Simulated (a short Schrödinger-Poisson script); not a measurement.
Structure: MOS inversion layer, SiO2 on p-type Ge(111), at 300 K.

| layer | material | thickness (nm) | Na (cm⁻³) |
|---|---|---|---|
| 1 | SiO2 | 1.9 | - |
| 2 | Ge | 500 | 6.7e17 |

The device is made up for the run: typed textbook-type constants, with dimensions and the other settings drawn at random. SiO2: permittivity 3.9, conduction-band edge (eV) 3.1, gap (eV) 9, electron mass (mₑ) 0.5. Ge: permittivity 16, conduction-band edge (eV) 0, gap (eV) 0.664, Nv at 300 K (cm⁻³) 6e18.

Channel valleys (confinement mass, in-plane density-of-states mass, number): L1 1.59, 0.08, 1; L3 0.09, 0.34, 3. At the gate the conduction-band edge of layer 1 lies 3.42 eV − eVg above the Fermi level of the channel; the field vanishes at the back. Gaps are held at their typed values at every temperature. Mesh 0.03 nm at interfaces.

From a short Schrödinger-Poisson script (our own, NumPy): 1D Poisson equation in equilibrium, electrons quantum, Hartree (BenDaniel-Duke, 12 states a valley, the channel's in-plane mass for all, wave functions free to enter the dielectric), parabolic valleys, classical holes, full ionisation, no traps, pinning or gate leakage.

Only gate voltages with over 1e8 electrons/cm² are shown.

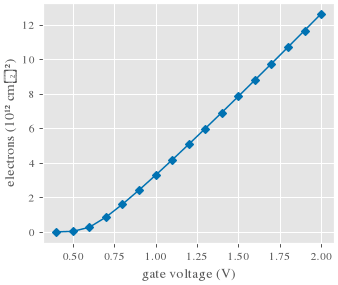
Fig. 1. Sheet density against gate voltage

| Vg (V) | electrons (cm⁻²) | C (μF/cm²) | L1 E0 (meV) | L1 E1 (meV) | L3 E0 (meV) | L3 E1 (meV) |
|---|---|---|---|---|---|---|
| 0.4 | 1.56e9 | 0.339 | 182.5 | 225.0 | 253.8 | 356.6 |
| 0.6 | 2.67e11 | 0.854 | 44.3 | 92.4 | 123.7 | 239.9 |
| 0.8 | 1.60e12 | 1.31 | -12.5 | 43.0 | 76.0 | 199.4 |
| 1 | 3.28e12 | 1.41 | -43.3 | 20.3 | 54.6 | 183.9 |
| 1.2 | 5.06e12 | 1.46 | -66.9 | 5.1 | 40.4 | 175.4 |
| 1.4 | 6.91e12 | 1.49 | -87.1 | -6.6 | 29.5 | 170.1 |
| 1.6 | 8.78e12 | 1.52 | -105.1 | -16.1 | 20.5 | 166.6 |
| 1.8 | 1.07e13 | 1.54 | -121.5 | -24.3 | 12.7 | 164.3 |
| 2 | 1.26e13 | 1.55 | -136.7 | -31.4 | 5.8 | 162.7 |

Subbands count from the Fermi level.

Only the L valleys are kept; under strong confinement the Δ valleys of Ge fill too.
